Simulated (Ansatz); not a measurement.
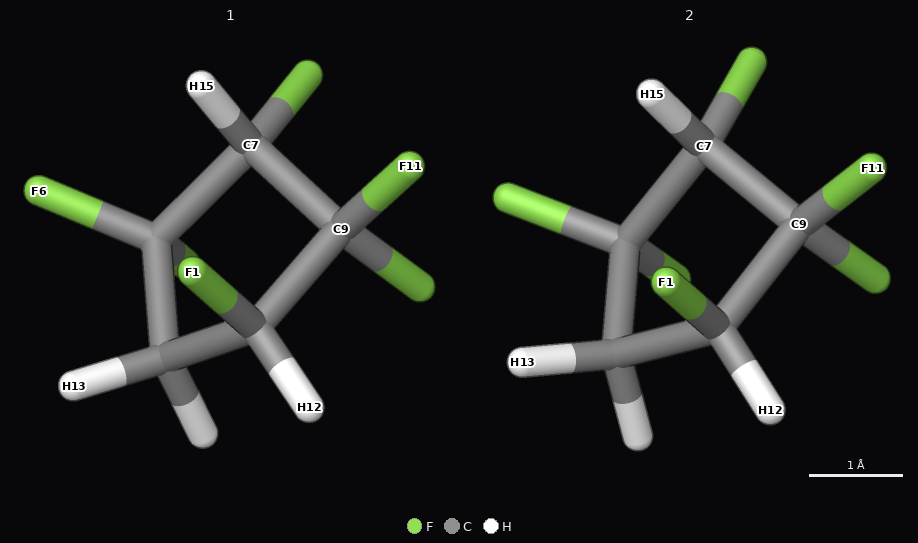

Two geometries of C$_{5}$H$_{4}$F$_{6}$ (coarse preliminary run), drawn at one scale. One is the start of a relaxation, the other its converged end. The picture is a stick view, seen from a free direction.

All numbers below come from RKS PBE-D4/def2-SVP (Ansatz). (force threshold 0.03 eV/Å; at most 200 steps)

Question: Which one is relaxed?

Answer: Structure 1 is the relaxed one. The start comes from a force field. The atom that moves furthest after the best rigid fit is an F atom (0.40 Å). By element the largest moves are F 0.40 Å, H 0.32 Å, C 0.14 Å. Near-neighbour distances that change, for instance: C–F 1.310 → 1.389 Å, C–F 1.285 → 1.363 Å, C–C 1.479 → 1.536 Å, C–C 1.577 → 1.545 Å. Among the angles between lasting bonds that change: C–C–H 113.5° → 108.1°, F–C–F 110.9° → 107.3°, C–C–F 108.4° → 111.7°. Over 10 geometry steps the energy falls by 50.3 kJ/mol. The largest force component goes from 4.5 to 0.021 eV/Å.
